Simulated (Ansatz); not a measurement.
## How methods differ on SiHF2 (SMILES F[SiH]F)

The species is SiHF2 (4 atoms), meant as a doublet with charge 0. SMILES: `F[SiH]F`. The coordinates come from a GFN2-xTB relaxation.

```xyz
4

F     1.2269    0.6530   -0.4103
Si   -0.0281   -0.3429   -0.3011
F    -1.2342    0.7162   -0.2528
H     0.0353   -1.0263    0.9641
```

Each level gives the energy change with the F1–Si2 bond stretched from 1.606 to 3.212 Å (eV). The values are calculated.

```tsv
level	kind	program	value (eV)	less FCI/STO-3G	CPU time (all runs)
UHF/STO-3G	Hartree–Fock	Ansatz	2.51	-0.23	0.45 s
U-r2SCAN0/STO-3G	hybrid meta-GGA	Ansatz	3.91	+1.17	16 s
U-wB97X/STO-3G	range-separated hybrid	Ansatz	3.91	+1.17	29 s
UB2PLYP/STO-3G	double hybrid	Ansatz	3.48	+0.74	6.5 s
RPA@PBE/STO-3G	RPA	Ansatz	2.47	-0.27	4.7 s
UMP2/STO-3G	perturbation theory	Ansatz	2.74	0.00	0.58 s
UBCCD(T)/STO-3G	coupled cluster or CI	Ansatz	2.73	-0.01	1.2 s
UCCSD(T)/STO-3G	coupled cluster or CI	Ansatz	2.73	-0.01	1.5 s
UCCSD/STO-3G	coupled cluster or CI	Ansatz	2.74	0.00	1.5 s
FCI/STO-3G	exact in the basis	Ansatz	2.74	0.00	3.8 s
```

FCI/STO-3G is exact within its basis and frozen core, so for wave-function methods in that basis the difference is their error; functionals converge differently with the basis, so for them it is only a difference. The first shape isn't each level's own minimum. The values span 2.47 to 3.91 eV. All rows use very small basis sets, so even the best lies far from the true value. CPU times are rough (shared hosts, several kinds of processor): they show what a rung costs within a factor of a few.

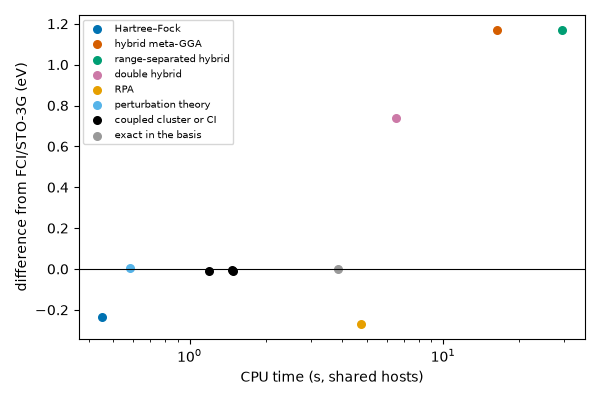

Difference from FCI/STO-3G against processor time, one point a level.
